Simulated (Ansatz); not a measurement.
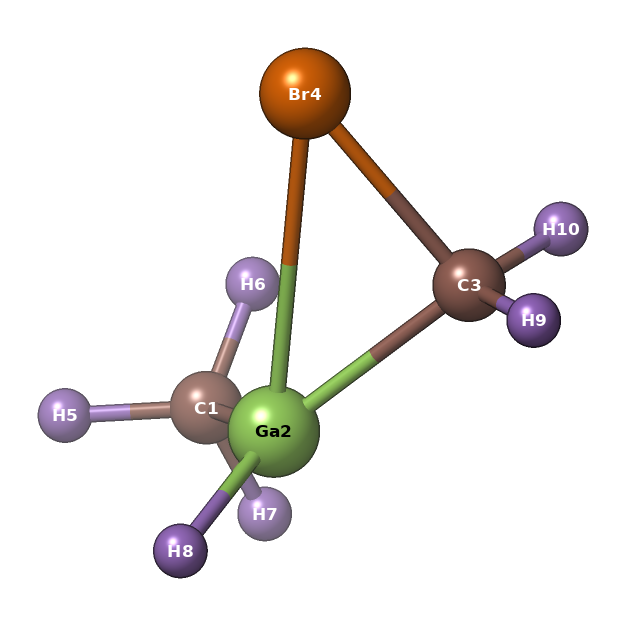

C1 lies behind Ga2. The molecule seen a little off the Ga2–C1 bond, Ga2 in front. Atoms fade into the background with distance from the viewer. The computed structure is the end point of a PBE0-D4/def2-TZVP optimisation. No frequency run is at hand to confirm it as a minimum.

> What is the torsion angle Br4–Ga2–C1–H5? The sign is positive where the front bond must turn clockwise to cover the back bond.

−94°, about perpendicular.
